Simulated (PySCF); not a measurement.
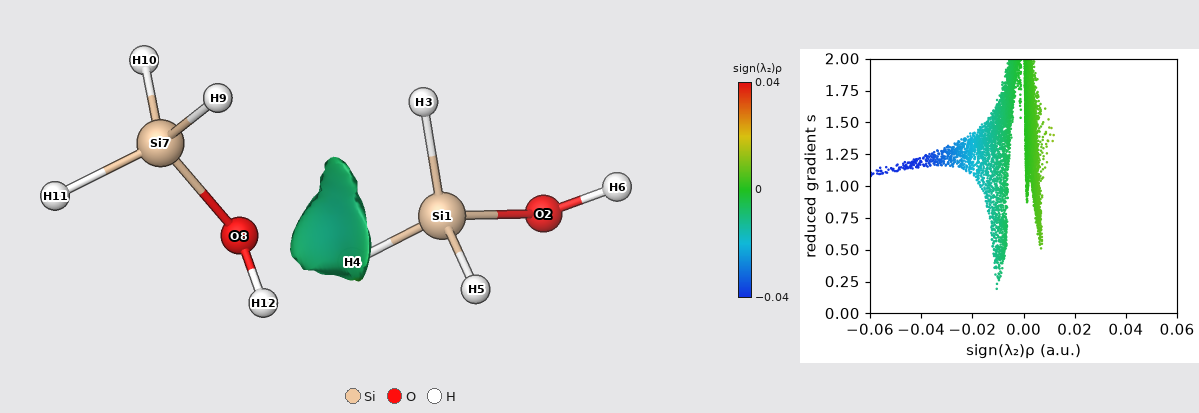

Figure. H₈O₂Si₂, SMILES `[SiH3]O.[SiH3]O`. Non-covalent interaction surfaces between the fragments (reduced density gradient s = 0.5, coloured by sign(λ₂)ρ in a.u.; trimmed to the region between the fragments where ρ is under 0.06 a.u.). Fragment A: SiH4O (atoms 1–6); fragment B: SiH4O. The plot gives s against sign(λ₂)ρ for grid points between the fragments.

Level of theory: PBE/def2-SVPD (PySCF), at a geometry from GFN2-xTB.

The calculation's input:

```python
import numpy as np
from pyscf import gto, scf, dft
from pyscf.scf import atom_ks, atom_hf
from scipy.linalg import block_diag
from pyscf.dispersion import dftd3

def solve(mol, dm0=None, hcore=None):
    mf = (dft.UKS if mol.spin else dft.RKS)(mol, xc='pbe')
    mf.grids.level = 3
    mf = mf.density_fit(auxbasis='def2-universal-jkfit')
    mf.conv_tol, mf.max_cycle = 1e-8, 80
    if hcore is not None:
        mf.get_hcore = lambda *args: hcore
    mf.kernel(dm0)
    if not mf.converged:
        mf = mf.newton().run(mf.mo_coeff, mf.mo_occ, max_cycle=30)
    assert mf.converged, 'SCF not converged'
    return mf

mol = gto.M(atom='''
Si    -1.62775    -0.04505    -0.03035
O     -3.23408     0.19743     0.12456
H     -0.97709     1.22100    -0.36287
H     -1.32493    -0.57800     1.28423
H     -1.39985    -1.00602    -1.11888
H     -3.76201     0.55456    -0.58327
Si     2.58128     0.28049    -0.00135
O      1.25111    -0.65080     0.08222
H      2.80359     0.73105    -1.37707
H      2.24523     1.36307     0.90744
H      3.75297    -0.48366     0.43458
H      1.17651    -1.47124    -0.39469
''', basis='def2-svpd', charge=0, spin=0, verbose=4)
mol_a = gto.M(atom='''
Si    -1.62775    -0.04505    -0.03035
O     -3.23408     0.19743     0.12456
H     -0.97709     1.22100    -0.36287
H     -1.32493    -0.57800     1.28423
H     -1.39985    -1.00602    -1.11888
H     -3.76201     0.55456    -0.58327
ghost-Si     2.58128     0.28049    -0.00135
ghost-O      1.25111    -0.65080     0.08222
ghost-H      2.80359     0.73105    -1.37707
ghost-H      2.24523     1.36307     0.90744
ghost-H      3.75297    -0.48366     0.43458
ghost-H      1.17651    -1.47124    -0.39469
''', basis='def2-svpd', charge=0, spin=0, verbose=4)
mol_b = gto.M(atom='''
ghost-Si    -1.62775    -0.04505    -0.03035
ghost-O     -3.23408     0.19743     0.12456
ghost-H     -0.97709     1.22100    -0.36287
ghost-H     -1.32493    -0.57800     1.28423
ghost-H     -1.39985    -1.00602    -1.11888
ghost-H     -3.76201     0.55456    -0.58327
Si     2.58128     0.28049    -0.00135
O      1.25111    -0.65080     0.08222
H      2.80359     0.73105    -1.37707
H      2.24523     1.36307     0.90744
H      3.75297    -0.48366     0.43458
H      1.17651    -1.47124    -0.39469
''', basis='def2-svpd', charge=0, spin=0, verbose=4)
ab, a, b = solve(mol), solve(mol_a), solve(mol_b)
e_int = ab.e_tot - a.e_tot - b.e_tot
print('counterpoise-corrected interaction energy / kcal/mol', e_int * 627.5095)
def disp(atoms, charge):
    m = gto.M(atom=atoms, charge=charge, basis='sto-3g', spin=None, unit='Bohr', verbose=0)
    return dftd3.DFTD3Dispersion(m, xc='pbe', version='d3bj').get_dispersion()['energy']
e_disp = disp(mol._atom, mol.charge) - disp(mol._atom[:6], mol_a.charge) - disp(mol._atom[6:], mol_b.charge)
print('D3(BJ) part / kcal/mol', e_disp * 627.5095)
# spherically averaged free atoms, for the promolecule
atm = atom_ks.get_atm_nrks(mol, xc='pbe')
pro = block_diag(*[(atm[a[0]][2] * atm[a[0]][3]) @ atm[a[0]][2].T for a in mol._atom])
np.savez('result.npz', e_int=e_int, e_disp=e_disp, dm_a=a.make_rdm1(), dm_b=b.make_rdm1(), c=ab.mo_coeff, occ=ab.mo_occ, eps=ab.mo_energy, pro=pro, d=[f.dip_moment(verbose=0) for f in (ab, a, b)])
```

Launched as:

```sh
OMP_NUM_THREADS=1 python input.py
```

The run took 59 s on 1 thread of Arm Neoverse V2 (shared host), peak memory 0.57 GiB.

Partitions, critical points and surface values were worked out afterwards from this run's density.

Which interactions hold the two fragments together?

Bond critical points between the fragments: Si1···O8, 2.94 Å, ρ = 0.011 a.u. It is weak and appears green (van der Waals range). The pose is a local one from a semi-empirical search, not shown to be the most stable.

How strongly are they bound?

The counterpoise-corrected interaction energy of the frozen fragments is −1.7 kcal/mol without dispersion correction and −3.1 kcal/mol with D3(BJ). The pair geometry is semi-empirical, not a minimum at this level.
